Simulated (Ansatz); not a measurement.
# MgSn2B2: relaxing a made-up structure, part 2 of 2

Starting from a made-up structure for MgSn2B2, the aim is the relaxed cell, its shortest contacts and, where a second run follows, its electronic structure.

Ansatz 0.2.0; DFT, PBEsol, plane-wave PAW, files of the set soft_1, scalar-relativistic, no spin, cell and ions relaxed at zero pressure; PAW set soft_1 (the session's first sound run).

So far: Set-up; Relaxation of the guess.

### 3. Bands of the relaxed cell

A second self-consistent run takes a narrower smearing and the mesh shown in its input; the bands follow along the standard path of the relaxed lattice.

This step: DFT, PBEsol, plane-wave PAW, files of the set soft_1, scalar-relativistic, no spin, bands and density of states at the relaxed cell; PAW set soft_1 (Ansatz 0.2.0).

Input file input.yaml:

```yaml
crystal:
  lattice:
    - [3.2882397771, -1.9014843068, 0.0401620289]
    - [3.2882397771, 1.9014843068, 0.0401620289]
    - [-0.1211803682, 0.0, 6.7835158191]
  atoms:
    - { symbol: Sn, position: [0.6676421266, 0.6676421266, 0.8234685617] }
    - { symbol: Sn, position: [0.3323578734, 0.3323578734, 0.1765314383] }
    - { symbol: Mg, position: [0.0, 0.0, 0.5] }
    - { symbol: B, position: [0.6663723862, 0.6663723862, 0.2597553193] }
    - { symbol: B, position: [0.3336276138, 0.3336276138, 0.7402446807] }
kpoints:
  mp_grid: { grid: [10, 10, 6] }
  band_path:
    path:
      - [[0.0, 0.0, 0.0], [-0.5, -0.5, 0.0], [-0.50135307, -0.50135307, 0.49418866], [-0.5, -0.5, 0.5], [-0.66686902, -0.33313098, 0.5]]
      - [[-0.33313098, 0.33313098, 0.5], [0.0, 0.0, 0.5], [-0.49864693, -0.49864693, 0.50581134]]
      - [[-0.5, -0.5, 0.0], [-0.66641129, -0.33358871, 0.0]]
      - [[-0.33358871, 0.33358871, 0.0], [0.0, 0.0, 0.0], [-0.5, 0.0, 0.0]]
      - [[-0.5, 0.0, 0.5], [0.0, 0.0, 0.0]]
    npoints: 8
scf:
  occupations: { method: fermi_dirac, width: 0.03 }
  n_extra_bands: 9
hamiltonian:
  xc: pbesol
  pseudopotentials: { kind: paw, azcp: { folder: soft_1 }, xc_functional: pbe }
output:
  forces: true
  stress: true
  write_bands: true
  dos: { projected: true }
  write_density: true
  write_potential: true
  elf: true
  volumetric_format: npy
```

The run is started by

```
$ ansatz run input.yaml --threads 4 --pin off --max-ram 8192MiB --backend cpu --events-out ev --progress --plain --runs-dir out
```

Numbers of over 12 decimals in the logs are rounded to 6 here.

Log:

```text
[...]
Crystal: 5 atoms, lattice volume = 84.847 Å³
Basis set: ecut = 420 eV, 1643 PW (Γ), exchange–correlation on 54×54×96 points (8 copies of the dense FFT grid, shifted against one another)
Bands: 31, of which v1, the nominal top of the filled ones, is band 22 counted from 1 (21 counted from 0)
Symmetry: 4 space group operations
[...]
k-points: 172 of 600
[...]
SCF iter   1: F=—  HF=-14116.913072 eV  |F-HF|=—  |Δ(HF+E_count)|=         —  Δρ=6.71e-2  dr2=9.50e0  ethr=3.10e-3  ⟨swp⟩=6.4  Hψ=26696  notcnv=0  defer=1
[...]
SCF iter  10: F=-14114.533119 eV  HF=-14114.533119 eV  |F-HF|=3.83e-9  |Δ(HF+E_count)|=   1.79e-8  Δρ=4.28e-6  dr2=1.34e-8  ethr=2.27e-10  ⟨swp⟩=15.5  Hψ=40364  notcnv=0
SCF 1 converged in 10 iterations: F = -14114.533119 eV  dr2 = 1.34e-8
[...]
NSCF: frozen V_eff on 85 k-points
SCF converged after 10 iterations
Free energy (F): -14114.533119 eV
[...]
Internal energy: -14114.529766 eV  (E = F + TS)
E sigma→0 (E₀):  -14114.531443 eV
Entropy (-TS):   -0.003353 eV (-0.671 meV/atom)
Fermi energy:    10.460712 eV
[...]
--- Forces (eV/Å), atoms counted from 1 ---
  atom   1  Sn    -0.00865549     0.00000000    -0.01208471
  atom   2  Sn     0.00865549    -0.00000000     0.01208471
  atom   3  Mg     0.00000000     0.00000000     0.00000000
  atom   4  B     -0.00568601     0.00000000     0.01885459
  atom   5  B      0.00568601    -0.00000000    -0.01885459
  max |Σ_I F_I| component: 3.47e-18 eV/Å
--- Stress (GPa, compression-positive) ---
       -0.232994      -0.000000       0.043614
       -0.000000      -0.274001      -0.000000
        0.043614      -0.000000       0.576833
  P = ⅓ Tr σ = 0.0233 GPa (0.233 kbar)
--- Band table (eV; the first three rows and the last of 172) ---
  k-point 0: bands = [... 18 lower, 9.5299, 10.4173, 10.5317, 10.5373, 11.8130, 12.3561, 13.8298, 13.8498, ... 5 higher]
  k-point 1: bands = [... 18 lower, 9.5532, 9.5788, 10.4644, 10.4715, 11.8421, 13.0311, 13.8413, 13.8621, ... 5 higher]
  k-point 2: bands = [... 18 lower, 9.6807, 9.7042, 10.3000, 10.3104, 11.9465, 13.0886, 13.9215, 13.9319, ... 5 higher]
  k-point 171: bands = [... 18 lower, 7.6614, 8.2518, 8.2891, 9.2401, 10.3884, 10.7710, 11.6783, 11.8105, ... 5 higher]
```

Run time: 7.3 s. Hardware: 4 threads of Intel Xeon Platinum 8375C at 2.90GHz (Ice Lake), shared host; peak memory 0.66 GiB.

This step gave:

```
free energy             : -14114.5331 eV
energy at zero smearing : -14114.5314 eV
smearing term TS        : 0.003353 eV
Fermi energy            : 10.46 eV
pressure                : 0.02328 GPa
```

From bands.tsv, the bands that come nearest the Fermi level along the path, at its corners, in eV from the Fermi level:

```tsv
point	band 19	band 20	band 21	band 22	band 23	band 24	band 25	band 26
Γ	-0.93	-0.04	0.07	0.08	1.35	1.90	3.37	3.39
Y	-4.05	-3.08	-2.40	-1.77	0.32	2.10	2.17	3.48
F	-2.80	-2.21	-2.17	-1.22	-0.08	0.31	1.22	1.35
L	-2.80	-2.21	-2.17	-1.22	-0.07	0.31	1.22	1.35
I	-5.36	-4.88	-1.16	-1.14	0.24	0.31	2.95	3.03
I1	-5.36	-4.88	-1.16	-1.14	0.24	0.31	2.95	3.03
Z	-0.68	-0.66	-0.28	-0.27	1.56	2.46	3.53	3.56
F1	-2.80	-2.21	-2.17	-1.22	-0.08	0.31	1.22	1.35
Y	-4.05	-3.08	-2.40	-1.77	0.32	2.10	2.17	3.48
X1	-5.81	-4.13	-2.91	-2.88	0.71	2.81	2.87	5.37
X	-5.81	-4.13	-2.91	-2.88	0.71	2.81	2.87	5.37
Γ	-0.93	-0.04	0.07	0.08	1.35	1.90	3.37	3.39
N	-4.03	-3.07	-2.43	-1.76	0.35	2.11	2.13	3.55
M	-2.78	-2.19	-2.17	-1.19	-0.16	0.33	1.24	1.39
Γ	-0.93	-0.04	0.07	0.08	1.35	1.90	3.37	3.39
```

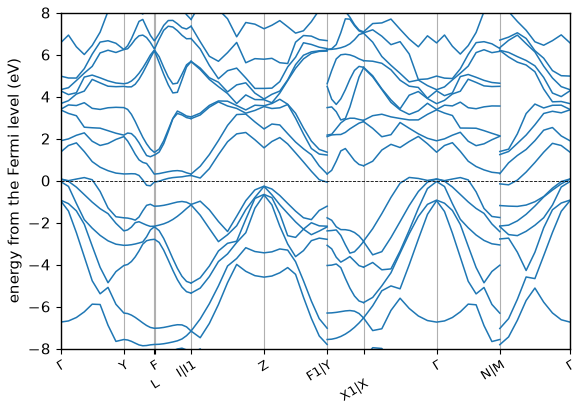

Bands along the path. 15 bands lie wholly below the window drawn.

States per cell as run, both spins, in windows of 1 eV, from dos.tsv (zero at the Fermi level):

```csv
from,to,total
-8,-7,0.80
-7,-6,1.08
-6,-5,1.29
-5,-4,1.55
-4,-3,2.08
-3,-2,2.14
-2,-1,2.20
-1,0,0.91
0,1,1.11
1,2,2.05
2,3,2.61
3,4,2.46
4,5,2.43
5,6,2.53
```

Below -8 eV lie 32.0 more states.

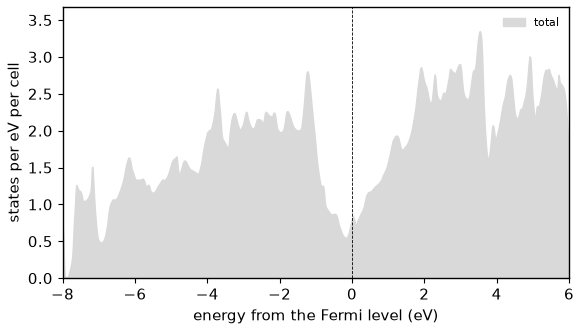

Total density of states, smoothed over about 0.04 eV.

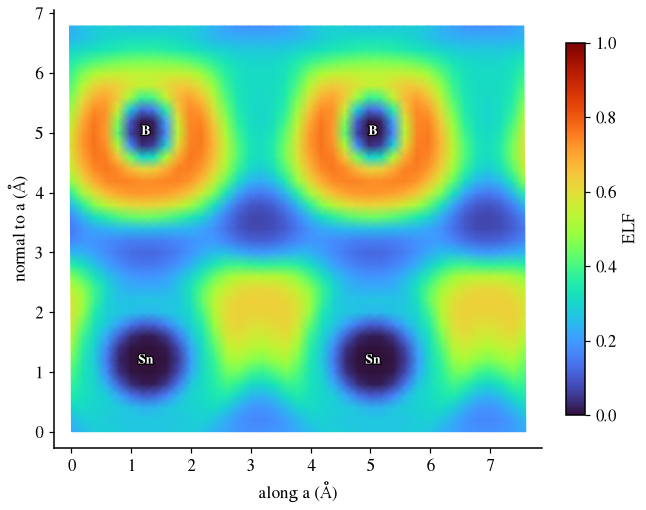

ELF in the ac plane of the cell as run, not the conventional one, at fractional y = 0.332, with atoms of Sn and B within 0.2 Å of it. It is the smooth field of the valence electrons, not physical close to the nuclei.

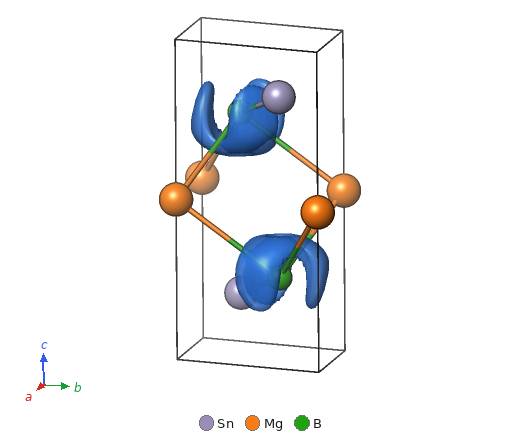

Surface of ELF = 0.74. Drawn on the cell as run, not the conventional one.

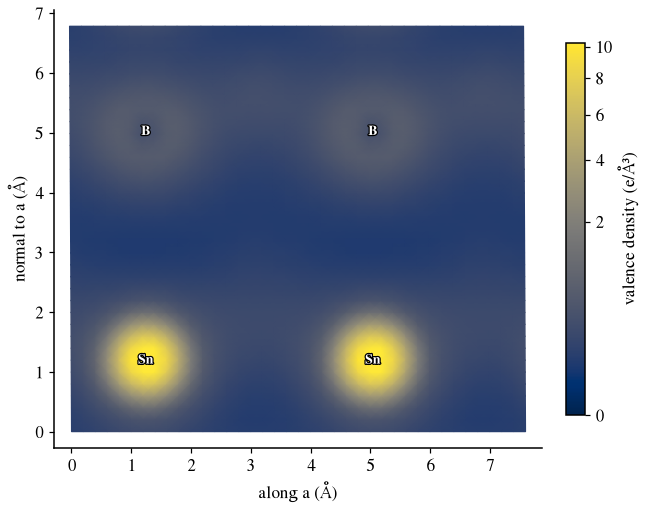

Valence density in the ac plane of the cell as run, not the conventional one, at fractional y = 0.332, with atoms of Sn and B within 0.2 Å of it. It is the smooth field of the valence electrons, not physical close to the nuclei. The colour scale is stretched toward low values.

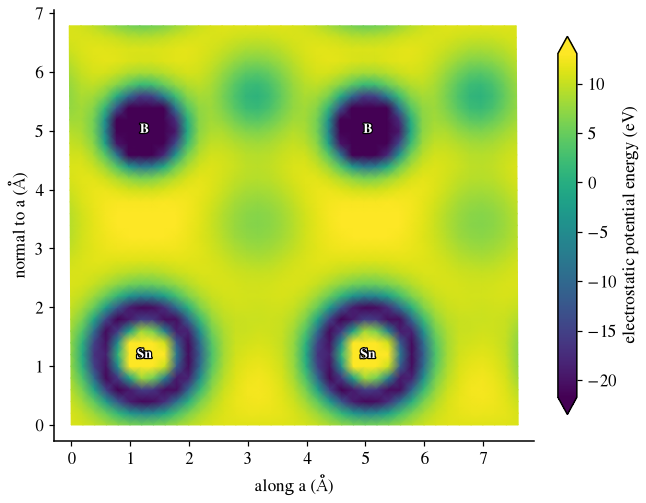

Electrostatic potential energy in the ac plane of the cell as run, not the conventional one, at fractional y = 0.332, with atoms of Sn and B within 0.2 Å of it. With pseudopotentials it is smooth inside the atoms' cores, unlike the true potential.

### 4. Summary of results

* space group, relaxed: C2/m
* conventional cell: a = 6.577, b = 3.803, c = 6.785 Å; α = 90.0°, β = 90.3°, γ = 90.0°
* volume per atom: 16.97 Å³ (guess 14.21)

**Reading.** MgSn2B2 relaxes to C2/m with a = 6.577, b = 3.803 and c = 6.785 Å. The guessed volume was 16 % too small. The space group C2/m was held in the relaxation, so the end point is a stationary structure within it and may be a saddle against distortions or other arrangements. Bands cross the Fermi level, so it is a metal or semimetal at this level. On the 10×10×6 mesh with the narrower smearing (relaxed on 9×9×4) the largest force component is 0.019 eV/Å and the largest stress component is 0.577 GPa, against the relaxation's thresholds of 0.015 eV/Å and 0.05 GPa. The cutoff wasn't tested. A vector of the cell changed its length by 15 %, more than the volume shows. No dispersion term is used, so weakly bound directions may come out too long. Nothing here tests whether the compound is stable against decomposition.

[Logs are printed without paths, hosts, clocks, repeated set-up lines and the standing remarks that a program may print on its own settings, such as how far it seeks lower states.]

[Hosts, paths, dates, database ids (printed as entryN), source tags and the programs' standing remarks are cut or masked in the printed files.]
